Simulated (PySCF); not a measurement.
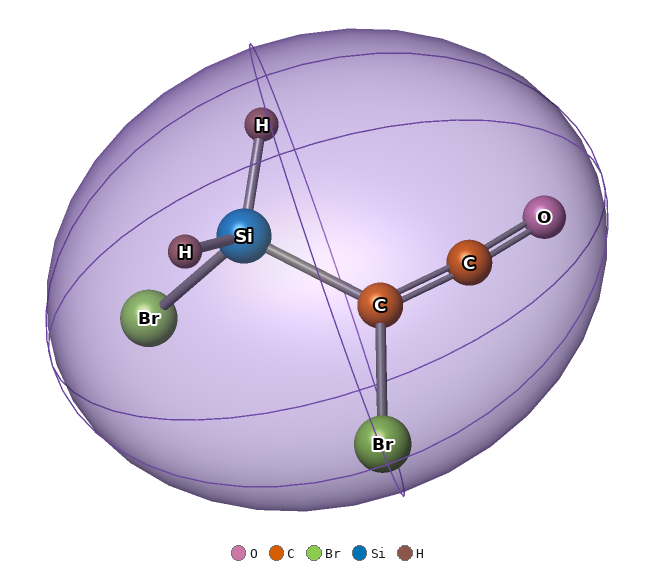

The ellipsoid shows the static dipole polarisability: its half-axes are proportional to the principal values. The geometry was computed by an optimisation with GFN2-xTB. No frequency run is at hand to confirm it as a minimum. Computed with PBE0/def2-SVPD (PySCF 2.14.0).

### How large and how anisotropic is the polarisability?

Principal values 77.2, 97.4, 110.2 bohr³; mean 94.9 bohr³ (14.07 Å³); anisotropy 28.8 bohr³, so the longest axis is 1.43 times the shortest.

The geometry is semi-empirical. Around Br, Si such bond lengths and angles can be off by a tenth of an ångström or more and by several degrees, and values that hang on the shape move with them.
